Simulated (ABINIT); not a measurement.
# WS2 (Tungstenite): G0W0 with ABINIT, start to end, part 3 of 3

Aim: the G0W0 gap of WS2 (Tungstenite) on PBEsol, step by step.

ABINIT 10.8.3; PBEsol and many-body steps on it, plane waves. Known limits of the many-body steps: not at the basis limit; no spin-orbit coupling; coarse k mesh.

So far. Step 3 (Bands along the symmetry lines): The gap is 0.935 eV, as in the run before at this level. Step 4 (Empty states on the mesh, 3×3×1 mesh, 380 bands): On this mesh the gap is 1.282 eV. The earlier step found 0.935 eV, so this mesh misses an edge.

### Step 5. Screening, 3×3×1 mesh, 346 bands, screening to 179.6 eV

The RPA dielectric matrix is built and inverted for each q.

This step: RPA screening on PBEsol, plane waves, norm-conserving pseudopotentials.

File run.abi:

```
acell 3*1.0 Angstrom
rprim 
  3.153199999992 0.000000000002 0.000000000000
  -1.576599999998 2.730751303206 0.000000000000
  0.000000000000 0.000000000000 12.323000000000
ntypat 2
znucl 74 16
natom 6
typat 1 1 2 2 2 2
xred 
  0.333333333333 0.666666666667 0.250000000000
  0.666666666667 0.333333333333 0.750000000000
  0.333333333333 0.666666666667 0.622500000000
  0.666666666667 0.333333333333 0.122500000000
  0.333333333333 0.666666666667 0.877500000000
  0.666666666667 0.333333333333 0.377500000000
pp_dirpath "pseudos"
pseudos "W.upf, S.upf"
ecut 31
ngkpt 3 3 1
nshiftk 1
shiftk 0 0 0
kptopt 1
chksymbreak 0
istwfk *1
occopt 1
irdwfk 1
optdriver 3
nband 346
ecuteps 6.6
inclvkb 2
awtr 1
symchi 1
indata_prefix "in"
outdata_prefix "out"
tmpdata_prefix "tmp"
```

Started as:

```console
$ OMP_NUM_THREADS=1 mpirun -n 4 abinit run.abi > log
```

Numbers of over 12 decimals in the logs are rounded to 6 here.

Log:

```text
.Version 10.8.3 of ABINIT. v10.8.2 released Aug 2026.

 Symmetries : space group P6_3/m m c (#194); Bravais hP (primitive hexag.)
[... echo of the input left out ...]
== DATASET  1 ==================================================================
-   mpi_nproc: 4, omp_nthreads: 1 (-1 if OMP is not activated)

--- !DatasetInfo
iteration_state: {dtset: 1, }
dimensions: {natom: 6, nkpt: 3, mband: 346, nsppol: 1, nspinor: 1, nspden: 1, mpw: 5917, }
cutoff_energies: {ecut:  31.0, pawecutdg:  -1.0, }
electrons: {nelect:   5.20000000E+01, charge:   0.00000000E+00, occopt:   1.00000000E+00, tsmear:   1.00000000E-02, }

 SCREENING: Calculation of the susceptibility and dielectric matrices

 Based on a program developped by R.W. Godby, V. Olevano, G. Onida, and L. Reining.
 Incorporated in ABINIT by V. Olevano, G.-M. Rignanese, and M. Torrent.
.Using double precision arithmetic ; gwpc =  8

[... cell and pseudopotentials left out ...]
--------------------------------------------------------------------------------

 ==== K-mesh for the wavefunctions ====
 Number of points in the irreducible wedge :     3
[... list of points left out ...]
 Together with 24 symmetry operations and time-reversal symmetry
 yields     9 points in the full Brillouin Zone.

 ==== Q-mesh for the screening function ====
 Number of points in the irreducible wedge :     3
[... list of points left out ...]
 Together with 24 symmetry operations and time-reversal symmetry
 yields     9 points in the full Brillouin Zone.

 setmesh: FFT mesh size selected  =    20x   20x   90
          total number of points  =        36000

 vcoul_init : cutoff-mode = AUXILIARY_FUNCTION
 q-points for optical limit:   1
     1)      0.000010    0.000020    0.000030

- screening: taking advantage of time-reversal symmetry
- Maximum band index for partially occupied states nbvw = 26
- Remaining bands to be divided among processors   nbcw = 320
- Number of bands treated by each node ~80

 Number of electrons calculated from density =   52.0000; Expected =   52.0000
 average of density, n =  0.072620
 r_s =    1.4869
 omega_plasma =   25.9946 [eV]

 calculating chi0 at frequencies [eV] :
  1    0.000000E+00    0.000000E+00
  2    0.000000E+00    2.599465E+01

--------------------------------------------------------------------------------
  q-point number  1        q = ( 0.000000, 0.000000, 0.000000) [r.l.u.]
--------------------------------------------------------------------------------
[... chi0 elements left out ...]
 For q-point:  0.000010 0.000020 0.000030
  dielectric constant =  17.6192
  dielectric constant without local fields =  19.7546

  Average fulfillment of the sum rule on Im[epsilon] for q-point    1 :     92.48  [%]
[... wings left out ...]
  q-point number  2        q = ( 0.333333, 0.000000, 0.000000) [r.l.u.]
--------------------------------------------------------------------------------
[... chi0 elements left out ...]
  Average fulfillment of the sum rule on Im[epsilon] for q-point    2 :     90.93  [%]

 [... 1 further q-points ...]
```

Run time: 87 s. Hardware: 4 MPI ranks of Arm Neoverse V1, shared host; peak memory 1.4 GiB.

This step gave:

| Property | Result |
| --- | --- |
| ε∞ with local fields, on this mesh, along the program's q direction | 17.62 |
| the same without local fields | 19.75 |
| plasma frequency | 25.99 eV |
| plane waves in the screening matrix | 573 |

Local fields lower ε∞ by 11 %. On a Γ-centred mesh this coarse the value itself is usually too large, while a short band sum pulls it down.

### Step 6. Self-energy, 3×3×1 mesh, 346 bands, screening to 179.6 eV

The self-energy is evaluated for the states that the input lists, and the levels follow from it, in one-shot runs by the linearised quasiparticle equation.

This step: G0W0 on PBEsol, plane waves, norm-conserving pseudopotentials.

run.abi: that of step 5 with these lines changed.

```diff
@@ -27,8 +27,17 @@
 irdwfk 1
-optdriver 3
+optdriver 4
 nband 346
+gwcalctyp 0
+ecutsigx 31
+symsigma 1
+nkptgw 2
+kptgw 
+  0.0000000000 0.0000000000 0.0000000000
+  0.3333333333 0.3333333333 0.0000000000
+bdgw 
+  25 28
+  25 28
 ecuteps 6.6
-inclvkb 2
-awtr 1
-symchi 1
+irdscr 1
+ppmodel 1
 indata_prefix "in"
```

Log:

```text
.Version 10.8.3 of ABINIT. v10.8.2 released Aug 2026.

 Symmetries : space group P6_3/m m c (#194); Bravais hP (primitive hexag.)
[... echo of the input left out ...]
== DATASET  1 ==================================================================
-   mpi_nproc: 4, omp_nthreads: 1 (-1 if OMP is not activated)

--- !DatasetInfo
iteration_state: {dtset: 1, }
dimensions: {natom: 6, nkpt: 3, mband: 346, nsppol: 1, nspinor: 1, nspden: 1, mpw: 5917, }
cutoff_energies: {ecut:  31.0, pawecutdg:  -1.0, }
electrons: {nelect:   5.20000000E+01, charge:   0.00000000E+00, occopt:   1.00000000E+00, tsmear:   1.00000000E-02, }

 SIGMA: Calculation of the GW corrections

 Based on a program developped by R.W. Godby, V. Olevano, G. Onida, and L. Reining.
 Incorporated in ABINIT by V. Olevano, G.-M. Rignanese, and M. Torrent.
.Using double precision arithmetic ; gwpc =  8

[... cell and pseudopotentials left out ...]
--------------------------------------------------------------------------------

 ==== K-mesh for the wavefunctions ====
 Number of points in the irreducible wedge :     3
[... list of points left out ...]
 Together with 24 symmetry operations and time-reversal symmetry
 yields     9 points in the full Brillouin Zone.

 ==== Q-mesh for screening function ====
 Number of points in the irreducible wedge :     3
[... list of points left out ...]
 Together with 24 symmetry operations and time-reversal symmetry
 yields     9 points in the full Brillouin Zone.

 vcoul_init : cutoff-mode = AUXILIARY_FUNCTION
 q-points for optical limit:   1
     1)      0.000010    0.000020    0.000030
 setmesh: FFT mesh size selected  =    25x   25x  120
          total number of points  =        75000

 Number of electrons calculated from density =   52.0000; Expected =   52.0000
 average of density, n =  0.072620
 r_s =    1.4869
 omega_plasma =   25.9946 [eV]

 === KS Band Gaps ===
  >>>> For spin  1
   Minimum direct gap =   1.8224 [eV], located at k-point      :   0.3333  0.3333  0.0000
   Fundamental gap    =   1.2821 [eV], Top of valence bands at :   0.0000  0.0000  0.0000
                                       Bottom of conduction at :   0.3333  0.3333  0.0000
 SIGMA fundamental parameters:
 PLASMON POLE MODEL  1
 number of plane-waves for SigmaX                 5885
 number of plane-waves for SigmaC and W            573
 number of plane-waves for wavefunctions          5885
 number of bands                                   346
 number of independent spin polarizations            1
 number of spinorial components                      1
 number of k-points in IBZ                           3
 number of q-points in IBZ                           3
 number of symmetry operations                      24
 number of k-points in BZ                            9
 number of q-points in BZ                            9
 number of frequencies for dSigma/dE                 9
 frequency step for dSigma/dE [eV]                0.25
 number of omega for Sigma on real axis              0
 max omega for Sigma on real axis  [eV]           0.00
 zcut for avoiding poles [eV]                     0.10

 EPSILON^-1 parameters (SCR file):
 dimension of the eps^-1 matrix on file            573
 dimension of the eps^-1 matrix used               573
 number of plane-waves for wavefunctions          5885
 number of bands                                   346
 number of q-points in IBZ                           3
 number of frequencies                               2
 number of real frequencies                          1
 number of imag frequencies                          1

 matrix elements of self-energy operator (all in [eV])

 Perturbative Calculation

--- !SelfEnergy_ee
iteration_state: {dtset: 1, }
kpoint     : [   0.000,    0.000,    0.000, ]
spin       : 1
KS_gap     :    2.304
QP_gap     :    2.794
Delta_QP_KS:    0.490
data: !SigmaeeData |
     Band     E0 <VxcDFT>   SigX SigC(E0)      Z dSigC/dE  Sig(E)    E-E0       E
       25   8.206 -14.435 -15.631   0.953   0.785  -0.274 -14.626  -0.190   8.015
       26   9.465 -15.511 -16.398   0.656   0.781  -0.281 -15.691  -0.180   9.284
       27  11.769 -15.148 -10.309  -4.443   0.783  -0.277 -14.838   0.310  12.079
       28  11.769 -15.148 -10.309  -4.443   0.783  -0.277 -14.838   0.310  12.079

--- !SelfEnergy_ee
iteration_state: {dtset: 1, }
kpoint     : [   0.333,    0.333,    0.000, ]
spin       : 1
KS_gap     :    1.822
QP_gap     :    2.512
Delta_QP_KS:    0.690
data: !SigmaeeData |
     Band     E0 <VxcDFT>   SigX SigC(E0)      Z dSigC/dE  Sig(E)    E-E0       E
       25   8.707 -15.009 -16.255   1.014   0.783  -0.277 -15.191  -0.183   8.524
       26   8.925 -15.438 -16.630   0.975   0.782  -0.279 -15.608  -0.169   8.755
       27  10.747 -16.355 -11.215  -4.475   0.782  -0.279 -15.835   0.521  11.267
       28  10.747 -16.355 -11.215  -4.475   0.782  -0.279 -15.835   0.521  11.267

== END DATASET(S) ==============================================================
================================================================================

 -outvars: echo values of variables after computation  --------
           etotal      0.0000000000E+00
            nband         346
             nkpt           3
          spgroup         194
 [... the other variables as echoed above ...]

 Calculation completed.
```

It took 42 s on 4 MPI ranks; peak memory 1.3 GiB; 2.8 min of CPU time.

This step gave:

| Item | Value |
| --- | --- |
| G0W0 gap on the points computed | 1.983 eV |
| starting gap on the mesh | 1.282 eV |
| k of the valence top | 0, 0, 0 |
| k of the conduction bottom | 0.3333, 0.3333, 0 |
| Z at the valence top | 0.781 |
| Z at the conduction bottom | 0.782 |
| least direct G0W0 gap on the computed points | 2.512 eV |

The gap on the mesh goes from 1.28 eV to 1.98 eV, a correction of +0.70 eV. The start differs from the 0.93 eV found before because the two sample other k points.

Limits: finite bands, cutoff and mesh; no spin-orbit coupling; coarse k mesh. v1 is the top filled band, c1 the lowest empty one. The levels before and after the correction (eV, zero at the valence-band top of each column):

```
           conduction bottom  valence top
Kohn-Sham               1.28         0.00
     G0W0               1.98         0.00
```

|  | level | energy (eV) |
| --- | --- | --- |
| Kohn-Sham | Γ v2 | -1.259 |
| Kohn-Sham | Γ v1 | 0.000 |
| Kohn-Sham | Γ c1-c2 | 2.304 |
| Kohn-Sham | (0.333 0.333 0) v2 | -0.758 |
| Kohn-Sham | (0.333 0.333 0) v1 | -0.540 |
| Kohn-Sham | (0.333 0.333 0) c1-c2 | 1.282 |
| G0W0 | Γ v2 | -1.269 |
| G0W0 | Γ v1 | 0.000 |
| G0W0 | Γ c1-c2 | 2.795 |
| G0W0 | (0.333 0.333 0) v2 | -0.760 |
| G0W0 | (0.333 0.333 0) v1 | -0.529 |
| G0W0 | (0.333 0.333 0) c1-c2 | 1.983 |

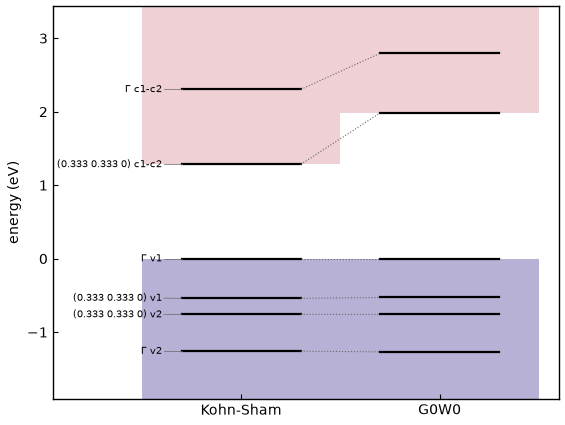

Levels before and after the correction. Shaded: valence and conduction bands.

### Step 7. Where the time went

Times are wall times on the hardware named with each run, good to a factor of about two.

| step | time | share | memory (GiB) |
| --- | --- | --- | --- |
| ground state | 42 s | 10 % | 0.37 |
| bands along the symmetry lines | 83 s | 19 % | 0.53 |
| empty states on the mesh | 2.9 min | 41 % | 0.36 |
| screening | 87 s | 20 % | 1.4 |
| self-energy | 42 s | 10 % | 1.3 |

### Step 8. Summary of results

```
PBEsol gap                           : 0.93 eV, indirect
G0W0 gap on the mesh                 : 1.98 eV
G0W0 gap over the zone (rigid shift) : 1.64 eV
GW settings                          : 3×3×1 mesh, 346 bands, screening to 179.6 eV, Godby-Needs plasmon pole
known limits                         : not at the basis limit; no spin-orbit coupling; coarse k mesh
```

What this shows: G0W0 moves the gap on the mesh from 1.28 eV to 1.98 eV (+0.70 eV), with Z of 0.78 and 0.78 at the edges. The mesh misses the band edges by 0.35 eV in all; a rigid shift gives 1.64 eV for the zone. Local fields lower the RPA ε∞ on this mesh from 19.75 to 17.62; a Γ-centred mesh this coarse tends to raise both, most where the direct gap is narrow, while a short band sum lowers them. Only 2 of the mesh's irreducible points were corrected, so a valley elsewhere could overtake. The dearest step here is «empty states on the mesh». Bands and cutoff are finite, so the gap is not at the basis limit. The miss can reach some tenths of an eV and take either sign; the mesh is an error of its own. In the G0W0 run levels were corrected at 2 k points alone, so a gap called «on the mesh» is the least over those, and an edge elsewhere would be missed. A denser mesh or path gives a starting gap of 0.93 eV: the GW mesh misses a band edge, so its gaps are not the fundamental one. The 3×3×1 mesh is coarse for this cell, which bears on the long-range parts of exchange and screening. The many-body steps are scalar-relativistic: spin-orbit coupling is not in them.

[Paths, hosts, dates, memory and timing lines, banners, echoed tables and standing remarks are left out of the program output.]

[Logs are printed without paths, hosts, clocks, repeated set-up lines and the standing remarks that a program may print on its own settings, such as how far it seeks lower states.]

[Runs of the session that timed out or met a known fault of the program may be left out.]

[Hosts, paths, dates, database ids (printed as entryN), source tags and the programs' standing remarks are cut or masked in the printed files.]

[G0W0 gaps are taken among the corrected bands and points alone; a level outside them can change the order at an edge.]

[Where Ansatz stands beside ABINIT at settings called matched, ABINIT's density can come from a denser mesh and the files from another edition; pairs whose starting gaps differed by over 0.03 eV were left out, so agreement reads better than it is.]
